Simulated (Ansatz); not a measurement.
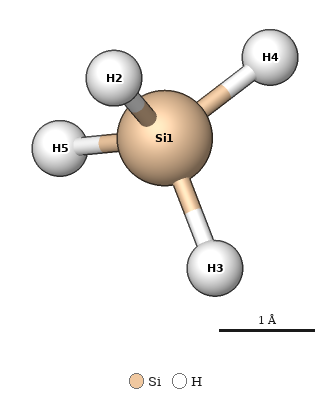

Fig. 1: The structure of run A (ball-and-stick view, seen at a tilt; atoms are numbered from 1 in the order of the input).

**SiH4: a changed input and its effect**

System: SiH4, SMILES [SiH4].
Method of run A: RKS PBE-D4/def2-SVP (Ansatz 0.2.0).

Text and figures count atoms from 1; the logs count them from 0 in places.

The input, run A:
```yaml
crystal:
  periodic: [false, false, false]
  atoms:
    - { symbol: Si, position_ang: [-0.00017076, 0.00025093, 8.211e-05] }
    - { symbol: H, position_ang: [-0.17400856, 1.24479068, -0.8235463] }
    - { symbol: H, position_ang: [-0.75452411, 0.14480756, 1.29140589] }
    - { symbol: H, position_ang: [1.45889628, -0.20677449, 0.29293493] }
    - { symbol: H, position_ang: [-0.53106286, -1.18179469, -0.76045663] }
basis:
  gaussian: { orbitals: def2-SVP }
hamiltonian:
  xc: pbe
  dispersion: d4
relax:
  f_tol: 0.002
  max_steps: 150
```

Command:
```bash
ansatz run input.yaml --threads 1 --pin off --max-ram 2560MiB --backend cpu --events-out ev --progress --plain --runs-dir out
```

Hardware: 1 thread of AMD EPYC (Zen 3), 64 GiB of memory available, shared host.

Output (run A):
```
The last accepted step is kept in [file] (removed where the run ends without a failure and the disk answers)
Engine: ansatz 0.2.0, x86_64-unknown-linux-gnu
Functional definition: PBE
  parameter kappa = 0.804
  parameter beta = 0.06672455060314922
  exchange = pbe_x(kappa = kappa, mu = beta*pi^2/3)
  correlation = pbe_c(beta = beta)
428 factors; their error is unknown
mean field evaluation 1: about -7934.7698 eV, gradient 1.1e1 eV
mean field evaluation 2: about -7935.2451 eV, gradient 4.2e0 eV
mean field evaluation 4: about -7935.3266 eV, gradient 2.4e-2 eV
mean field evaluation 8: about -7935.2910 eV, gradient 2.3e-4 eV
mean field -7935.29098717 eV, -291.6165650453 hartree, gradient 2.1e-5 eV, S^2 0.000000; 0 other end points of the search recorded, 0 dependent functions left out
the calculation of the forces begins
reference -7935.29101395 eV, -291.6165660291 hartree; 9, 9 occupied and 29, 29 virtual orbitals, 428 factors
relax step   1: F+E_penalty+E_count = -7935.33334671 eV  Δ(F+E_penalty+E_count) = +0.000e0 eV  max|allowed force component| = 5.703e-3 eV/Å  Δτ_max = 0.0000 Å  (19 SCF iters, accepted)
these checks for a lower state are left out or cut short: starts, cluster_reference, orbital_swaps, neighbouring_geometries, increment
428 factors; their error is unknown
mean field evaluation 16: about -7935.2910 eV, gradient 1.7e-5 eV
mean field -7935.29099063 eV, -291.6165651722 hartree, gradient 1.7e-5 eV, S^2 0.000000; 0 other end points of the search recorded, 0 dependent functions left out
the calculation of the forces begins
reference -7935.29101740 eV, -291.6165661562 hartree; 9, 9 occupied and 29, 29 virtual orbitals, 428 factors
relax step   2: F+E_penalty+E_count = -7935.33335058 eV  Δ(F+E_penalty+E_count) = -3.867e-6 eV  max|allowed force component| = 1.329e-3 eV/Å  Δτ_max = 0.0003 Å  (14 SCF iters, accepted)
428 factors; their error is unknown
mean field -7935.29099063 eV, -291.6165651722 hartree, gradient 2.1e-5 eV, S^2 0.000000; 1 other end points of the search recorded, 0 dependent functions left out
the calculation of the forces begins
reference -7935.29101740 eV, -291.6165661562 hartree; 9, 9 occupied and 29, 29 virtual orbitals, 428 factors
Total energy: -7935.33337735 eV, -291.6181228555 hartree
Atom 0 at    -0.000176     0.000259     0.000085 Å, force     0.000041    -0.000062    -0.000021 eV/Å
Atom 1 at    -0.174038     1.245034    -0.823669 Å, force    -0.000167     0.001157    -0.000786 eV/Å
Atom 2 at    -0.754685     0.144848     1.291624 Å, force    -0.000693     0.000130     0.001219 eV/Å
Atom 3 at     1.459144    -0.206840     0.292945 Å, force     0.001330    -0.000166     0.000294 eV/Å
Atom 4 at    -0.531115    -1.182021    -0.760565 Å, force    -0.000511    -0.001059    -0.000706 eV/Å
Dipole moment:    -0.000002     0.000003     0.000001 e Å
```

The input of run B differs as follows (lines with − go, lines with + come):
```diff
-  gaussian: { orbitals: def2-SVP }
+  gaussian: { orbitals: def2-TZVPP }
-  xc: pbe
+  xc: pbe0
```

Predict how the results change.

The total energies belong to different models, so their difference says nothing on which is more stable or more accurate. The functional changes from PBE to PBE0. The basis functions go from 38 to 98.

Output (run B):
```
The last accepted step is kept in [file] (removed where the run ends without a failure and the disk answers)
Engine: ansatz 0.2.0, x86_64-unknown-linux-gnu
Functional definition: PBE0
  parameter a = 0.25
  parameter kappa = 0.804
  parameter beta = 0.06672455060314922
  exchange = (1 - a)*pbe_x(kappa = kappa, mu = beta*pi^2/3) + a*exact_x
  correlation = pbe_c(beta = beta)
527 factors; their error is unknown
mean field evaluation 1: about -7938.8253 eV, gradient 8.5e0 eV
mean field evaluation 2: about -7939.0330 eV, gradient 3.7e0 eV
mean field evaluation 4: about -7939.0743 eV, gradient 8.1e-2 eV
mean field evaluation 8: about -7939.0900 eV, gradient 1.4e-3 eV
mean field -7939.08998583 eV, -291.7561756708 hartree, gradient 6.1e-6 eV, S^2 0.000000; 0 other end points of the search recorded, 0 dependent functions left out
the calculation of the forces begins
reference -7939.09001176 eV, -291.7561766239 hartree; 9, 9 occupied and 89, 89 virtual orbitals, 527 factors
relax step   1: F+E_penalty+E_count = -7939.12460119 eV  Δ(F+E_penalty+E_count) = +0.000e0 eV  max|allowed force component| = 3.127e-1 eV/Å  Δτ_max = 0.0000 Å  (20 SCF iters, accepted)
these checks for a lower state are left out or cut short: starts, cluster_reference, orbital_swaps, neighbouring_geometries, increment
527 factors; their error is unknown
mean field evaluation 16: about -7939.1013 eV, gradient 2.3e-5 eV
mean field -7939.10125791 eV, -291.7565899123 hartree, gradient 9.9e-6 eV, S^2 0.000000; 0 other end points of the search recorded, 0 dependent functions left out
the calculation of the forces begins
reference -7939.10128382 eV, -291.7565908642 hartree; 9, 9 occupied and 89, 89 virtual orbitals, 527 factors
relax step   2: F+E_penalty+E_count = -7939.13584516 eV  Δ(F+E_penalty+E_count) = -1.124e-2 eV  max|allowed force component| = 7.143e-2 eV/Å  Δτ_max = 0.0141 Å  (24 SCF iters, accepted)
these checks for a lower state are left out or cut short: starts, cluster_reference, orbital_swaps, neighbouring_geometries, increment
527 factors; their error is unknown
mean field -7939.10185746 eV, -291.7566119452 hartree, gradient 9.6e-6 eV, S^2 0.000000; 0 other end points of the search recorded, 0 dependent functions left out
the calculation of the forces begins
reference -7939.10188336 eV, -291.7566128968 hartree; 9, 9 occupied and 89, 89 virtual orbitals, 527 factors
relax step   3: F+E_penalty+E_count = -7939.13643822 eV  Δ(F+E_penalty+E_count) = -5.931e-4 eV  max|allowed force component| = 7.134e-4 eV/Å  Δτ_max = 0.0041 Å  (24 SCF iters, accepted)
527 factors; their error is unknown
mean field evaluation 32: about -7939.0392 eV, gradient 3.9e0 eV
mean field -7939.10185746 eV, -291.7566119452 hartree, gradient 1.3e-5 eV, S^2 0.000000; 1 other end points of the search recorded, 0 dependent functions left out
the calculation of the forces begins
reference -7939.10188336 eV, -291.7566128968 hartree; 9, 9 occupied and 89, 89 virtual orbitals, 527 factors
Total energy: -7939.13646412 eV, -291.7578837163 hartree
Atom 0 at    -0.000173     0.000254     0.000083 Å, force    -0.000008     0.000012     0.000004 eV/Å
Atom 1 at    -0.171904     1.229745    -0.813563 Å, force    -0.000083     0.000624    -0.000399 eV/Å
Atom 2 at    -0.745413     0.143068     1.275772 Å, force    -0.000384     0.000075     0.000634 eV/Å
Atom 3 at     1.441230    -0.204288     0.289362 Å, force     0.000713    -0.000119     0.000123 eV/Å
Atom 4 at    -0.524610    -1.167500    -0.751234 Å, force    -0.000238    -0.000592    -0.000362 eV/Å
Dipole moment:     0.000001    -0.000002    -0.000001 e Å
```

The two runs side by side:

| quantity | run A | run B |
| --- | --- | --- |
| outcome | converged | converged |
| total energy (hartree) | −291.618123 | −291.757884 |
| largest force (eV/Å) | 0.001 | 0.001 |
| basis functions | 38 | 98 |
| wall time (shared host) | 1.4 s | 5.5 s |
